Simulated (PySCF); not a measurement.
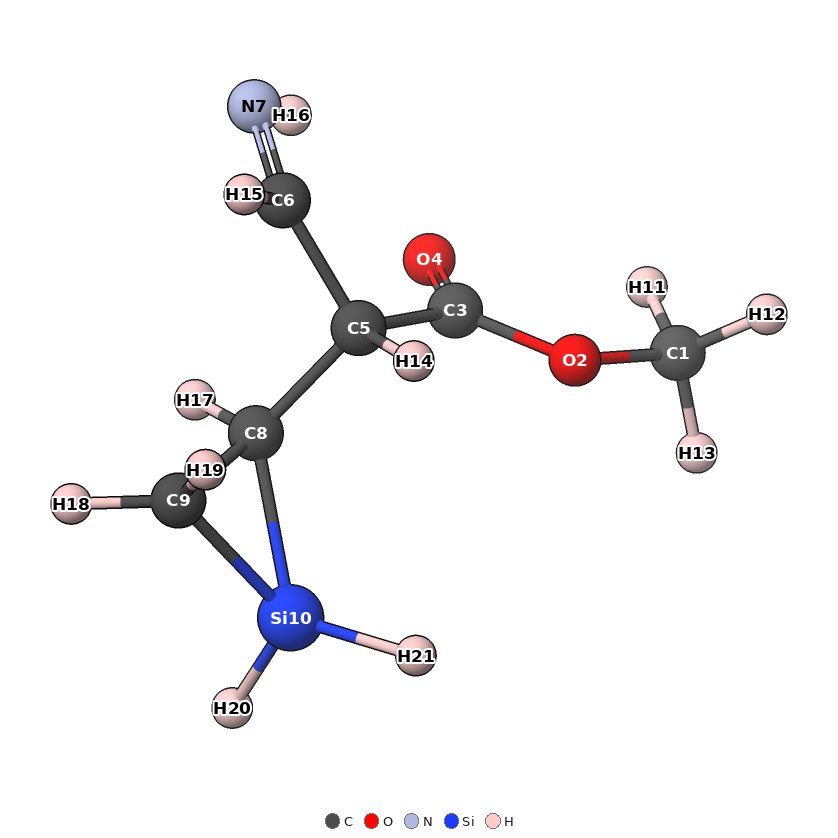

Computed geometry: GFN2-xTB optimisation. No frequency run is at hand to confirm it as a minimum. Electric field gradients from the ground-state density, PBE0/pcSseg-1 (PySCF 2.14.0), non-relativistic apart from any core potentials.

Give the largest field-gradient component, the quadrupole coupling constant and the asymmetry for 17O at O2 (Q = −25.6 mb), 17O at O4 (Q = −25.6 mb), 14N at N7 (Q = 20.44 mb), 2H at H11 (Q = 2.86 mb), 2H at H12 (Q = 2.86 mb), 2H at H13 (Q = 2.86 mb), 2H at H14 (Q = 2.86 mb).

```csv
atom,V_zz (a.u.),e²qQ/h (MHz),η
O2,1.717,−10.33,0.33
O4,−1.530,9.20,0.10
N7,−1.033,−4.96,0.56
H11,0.288,0.194,0.08
H12,0.303,0.204,0.08
H13,0.300,0.202,0.08
H14,0.293,0.197,0.01
```

The geometry is semi-empirical. Around Si such bond lengths and angles can be off by a tenth of an ångström or more and by several degrees, and values that hang on the shape move with them.
